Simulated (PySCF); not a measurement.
# [SnH3]− (SMILES [H][Sn-]([H])[H]) at CISD/SBKJC (core potential)

What is the vertical singlet–triplet gap of [SnH3]− at CISD/SBKJC (core potential)? The job is set up through a Python script.

Program for the calculation: PySCF 2.14.0.

4 further runs of the same task are left out: 4 set aside as unsound or not needed.

## (1) The system as given

[SnH3]−: 4 atoms, total charge -1, spin state singlet. As SMILES, `[H][Sn-]([H])[H]`. Geometry: a GFN2-xTB relaxation, a rough one for these elements and not checked as a minimum.

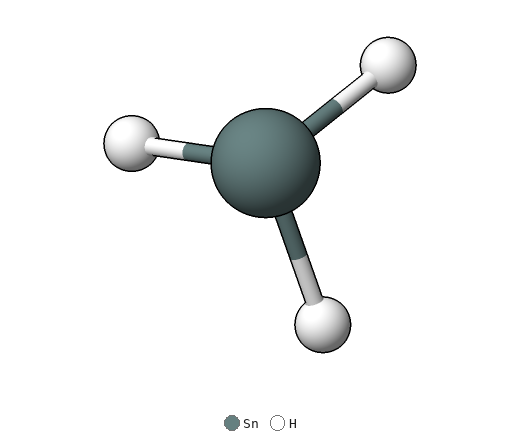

The structure, seen from a chosen angle (tin teal, hydrogen white).

## (2) A single-point energy at CISD/SBKJC (core potential)

input.py reads:

```python
from pyscf import gto, ci

system = gto.M(
    atom='Sn -0.006380 0.005730 0.791670; H 1.637790 -0.033600 -0.251650; H -0.786860 1.432510 -0.280410; H -0.844540 -1.404640 -0.259610',
    max_memory=1860,
    verbose=4,
    charge=-1,
    basis='sbkjc',
    ecp={'Sn': 'sbkjc'},
)

mf = system.RHF()
mf.conv_tol = 1e-10
mf.kernel()
if not mf.converged:
    mf = mf.newton().run(mf.mo_coeff, mf.mo_occ)

cisd = ci.CISD(mf)
cisd.kernel()
e_tot = cisd.e_tot
print('E = %.10f Eh' % e_tot)
```

The run is started by

```
$ OMP_NUM_THREADS=1 python input.py
```

Standard output:

```text
PySCF version 2.14.0

[INPUT] num. atoms = 4
[INPUT] num. electrons = 8
[INPUT] charge = -1
[INPUT] spin (= nelec alpha-beta = 2S) = 0
[INPUT] symmetry False subgroup None
[INPUT] Mole.unit = angstrom
[INPUT] Symbol           X                Y                Z      unit          X                Y                Z       unit  Magmom
[INPUT]  1 Sn    -0.006380000000   0.005730000000   0.791670000000 AA   -0.012056452675   0.010828130694   1.496039481034 Bohr   0.0
[INPUT]  2 H      1.637790000000  -0.033600000000  -0.251650000000 AA    3.094974549551  -0.063494797785  -0.475549579247 Bohr   0.0
[INPUT]  3 H     -0.786860000000   1.432510000000  -0.280410000000 AA   -1.486949898375   2.707051570701  -0.529898102589 Bohr   0.0
[INPUT]  4 H     -0.844540000000  -1.404640000000  -0.259610000000 AA   -1.595949301240  -2.654384903609  -0.490591799198 Bohr   0.0

nuclear repulsion = 3.81960706866862
number of shells = 10
number of NR pGTOs = 29
number of NR cGTOs = 14
basis = sbkjc
ecp = {'Sn': 'sbkjc'}

******** <class 'pyscf.scf.hf.RHF'> ********
method = RHF
initial guess = minao
damping factor = 0
level_shift factor = 0
DIIS = <class 'pyscf.scf.diis.CDIIS'>
diis_start_cycle = 1
diis_space = 8
diis_damp = 0
SCF conv_tol = 1e-10
SCF conv_tol_grad = None
SCF max_cycles = 50
direct_scf = True
direct_scf_tol = 1e-13
Set gradient conv threshold to 1e-05
Initial guess from minao.
init E= -4.19711413214645
  HOMO = -0.149624731297765  LUMO = 0.103335370504849  gap/eV = 6.88339
cycle= 1 E= -4.95632525371806  delta_E= -0.759  |g|= 0.123  |ddm|= 1.67
  HOMO = -0.073347434524792  LUMO = 0.29275269160458  gap/eV = 9.96209
cycle= 2 E= -4.96486358025024  delta_E= -0.00854  |g|= 0.0206  |ddm|= 0.281
  HOMO = -0.0845379392255348  LUMO = 0.286894820512159  gap/eV = 10.10720
cycle= 3 E= -4.96531136135074  delta_E= -0.000448  |g|= 0.00483  |ddm|= 0.081
  HOMO = -0.0832691832900059  LUMO = 0.287579516639674  gap/eV = 10.09131
cycle= 4 E= -4.96534374799604  delta_E= -3.24e-05  |g|= 0.000395  |ddm|= 0.0271
  HOMO = -0.0834264974281187  LUMO = 0.287502108903218  gap/eV = 10.09348
cycle= 5 E= -4.96534393600678  delta_E= -1.88e-07  |g|= 4.55e-05  |ddm|= 0.00177
  HOMO = -0.0834112777276141  LUMO = 0.287507560989291  gap/eV = 10.09322
cycle= 6 E= -4.96534393827662  delta_E= -2.27e-09  |g|= 6.23e-06  |ddm|= 0.000155
  HOMO = -0.0834139593220773  LUMO = 0.287506332611009  gap/eV = 10.09326
cycle= 7 E= -4.96534393831758  delta_E= -4.1e-11  |g|= 6.66e-07  |ddm|= 2.4e-05
  HOMO = -0.0834139488860015  LUMO = 0.287506388342017  gap/eV = 10.09326
Extra cycle  E= -4.96534393831814  delta_E= -5.65e-13  |g|= 2.47e-07  |ddm|= 2.48e-06
converged SCF energy = -4.96534393831814

******** <class 'pyscf.ci.cisd.RCISD'> ********
CISD nocc = 4, nmo = 14
max_cycle = 50
direct = 0
conv_tol = 1e-09
max_cycle = 50
max_space = 12
lindep = 0
nroots = 1
Init t2, MP2 energy = -0.0528847027862616
RCISD converged
E(RCISD) = -5.039018930558709  E_corr = -0.07367499224056691
E = -5.0390189306 Eh
```

Run time: 1.6 s. Hardware: 1 thread of AMD EPYC 7R43 (Zen 3), shared host; peak memory 0.11 GiB.

## (3) The triplet

run.py reads:

```python
from pyscf import gto, ci

mol = gto.M(
    atom=[
    ('Sn', (-0.006380, 0.005730, 0.791670)),
    ('H', (1.637790, -0.033600, -0.251650)),
    ('H', (-0.786860, 1.432510, -0.280410)),
    ('H', (-0.844540, -1.404640, -0.259610)),
],
    charge=-1,
    ecp={'Sn': 'sbkjc'},
    spin=2,
    max_memory=1860,
    basis='sbkjc',
    verbose=4,
)

mf = mol.UHF()
mf.conv_tol = 1e-10
mf.kernel()
if not mf.converged:
    mf = mf.newton().run(mf.mo_coeff, mf.mo_occ)

cisd = ci.CISD(mf)
cisd.kernel()
energy = cisd.e_tot
print('E = %.10f Eh' % energy)
```

The run is started by

```
$ OMP_NUM_THREADS=1 python run.py
```

Standard output:

```text
PySCF version 2.14.0

[INPUT] num. atoms = 4
[INPUT] num. electrons = 8
[INPUT] charge = -1
[INPUT] spin (= nelec alpha-beta = 2S) = 2
[INPUT] symmetry False subgroup None
[INPUT] Mole.unit = angstrom
[INPUT] Symbol           X                Y                Z      unit          X                Y                Z       unit  Magmom
[INPUT]  1 Sn    -0.006380000000   0.005730000000   0.791670000000 AA   -0.012056452675   0.010828130694   1.496039481034 Bohr   0.0
[INPUT]  2 H      1.637790000000  -0.033600000000  -0.251650000000 AA    3.094974549551  -0.063494797785  -0.475549579247 Bohr   0.0
[INPUT]  3 H     -0.786860000000   1.432510000000  -0.280410000000 AA   -1.486949898375   2.707051570701  -0.529898102589 Bohr   0.0
[INPUT]  4 H     -0.844540000000  -1.404640000000  -0.259610000000 AA   -1.595949301240  -2.654384903609  -0.490591799198 Bohr   0.0

nuclear repulsion = 3.81960706866862
number of shells = 10
number of NR pGTOs = 29
number of NR cGTOs = 14
basis = sbkjc
ecp = {'Sn': 'sbkjc'}

******** <class 'pyscf.scf.uhf.UHF'> ********
method = UHF
initial guess = minao
damping factor = 0
level_shift factor = 0
DIIS = <class 'pyscf.scf.diis.CDIIS'>
diis_start_cycle = 1
diis_space = 8
diis_damp = 0
SCF conv_tol = 1e-10
SCF conv_tol_grad = None
SCF max_cycles = 50
direct_scf = True
direct_scf_tol = 1e-13
number electrons alpha = 5  beta = 3
Set gradient conv threshold to 1e-05
init E= -4.19711413214645

[... the frontier-level lines of each cycle are left out ...]



cycle= 1 E= -4.80983773352246  delta_E= -0.613  |g|= 0.0896  |ddm|= 2.13
cycle= 2 E= -4.82098287699392  delta_E= -0.0111  |g|= 0.0312  |ddm|= 0.196
cycle= 3 E= -4.82344778324232  delta_E= -0.00246  |g|= 0.0149  |ddm|= 0.111
cycle= 4 E= -4.82446249827174  delta_E= -0.00101  |g|= 0.00886  |ddm|= 0.0973
cycle= 5 E= -4.82509271112112  delta_E= -0.00063  |g|= 0.00627  |ddm|= 0.0917
cycle= 6 E= -4.82555456434474  delta_E= -0.000462  |g|= 0.00465  |ddm|= 0.095
cycle= 7 E= -4.82585993938592  delta_E= -0.000305  |g|= 0.00369  |ddm|= 0.0824
cycle= 8 E= -4.82615912882456  delta_E= -0.000299  |g|= 0.00267  |ddm|= 0.113
cycle= 9 E= -4.82630107275047  delta_E= -0.000142  |g|= 0.0022  |ddm|= 0.076
cycle= 10 E= -4.82644621444633  delta_E= -0.000145  |g|= 0.00153  |ddm|= 0.104
cycle= 11 E= -4.82651054346981  delta_E= -6.43e-05  |g|= 0.00118  |ddm|= 0.0747
cycle= 12 E= -4.8265694882761  delta_E= -5.89e-05  |g|= 0.000463  |ddm|= 0.128
cycle= 13 E= -4.82656607249057  delta_E= 3.42e-06  |g|= 0.000411  |ddm|= 0.0267
cycle= 14 E= -4.82657187678353  delta_E= -5.8e-06  |g|= 9.19e-05  |ddm|= 0.0384
cycle= 15 E= -4.82657197558209  delta_E= -9.88e-08  |g|= 5.02e-05  |ddm|= 0.00245
cycle= 16 E= -4.82657202150495  delta_E= -4.59e-08  |g|= 2.61e-05  |ddm|= 0.0021
cycle= 17 E= -4.82657203653957  delta_E= -1.5e-08  |g|= 1.47e-05  |ddm|= 0.00187
cycle= 18 E= -4.82657203943508  delta_E= -2.9e-09  |g|= 4.09e-06  |ddm|= 0.000418
cycle= 19 E= -4.82657203951509  delta_E= -8e-11  |g|= 2.23e-06  |ddm|= 0.000141
Extra cycle  E= -4.82657203953049  delta_E= -1.54e-11  |g|= 1.79e-06  |ddm|= 7.66e-06
converged SCF energy = -4.82657203953049  <S^2> = 2.0319433  2S+1 = 3.0212205

******** <class 'pyscf.ci.ucisd.UCISD'> ********
CISD nocc = (np.int64(5), np.int64(3)), nmo = (14, 14)
max_cycle = 50
direct = 0
conv_tol = 1e-09
max_cycle = 50
max_space = 12
lindep = 0
nroots = 1
Init t2, MP2 energy = -0.0431567236596161
UCISD converged
E(UCISD) = -4.89139253841161  E_corr = -0.06482049888111896
E = -4.8913925384 Eh
```

It took 2.2 s on 1 thread of AMD EPYC 7R43 (Zen 3), shared host; peak memory 0.1 GiB.

## (4) Summary of results

At CISD/SBKJC (core potential):

```
                                                           quantity        value
                                              singlet: total energy  -5.03902 Eh
                       singlet: HOMO energy (Hartree–Fock orbitals)     -2.27 eV
                       singlet: LUMO energy (Hartree–Fock orbitals)      7.82 eV
     singlet: HOMO–LUMO gap (to an unbound level, set by the basis)     10.09 eV
                                        singlet: correlation energy    -73.7 mEh
                                              triplet: total energy  -4.89139 Eh
triplet: HOMO energy (Hartree–Fock orbitals) (highest over α and β)      1.70 eV
 triplet: LUMO energy (Hartree–Fock orbitals) (lowest over α and β)      4.59 eV
                                        triplet: correlation energy    -64.8 mEh
                         triplet: ⟨S²⟩ of the reference determinant        2.032
                   vertical energy of the triplet above the singlet     4.017 eV
```

In words: At this shape the triplet lies 4.02 eV (388 kJ/mol) above the singlet. For an anion a state so high probably lies above electron detachment. Mulliken charges (singlet) of the mean-field density run from -0.30 on H4 to -0.11 on Sn1. The HOMO (triplet) lies at positive energy, 1.70 eV: the electron is unbound at this level or held by a compact basis; values depend on the basis.
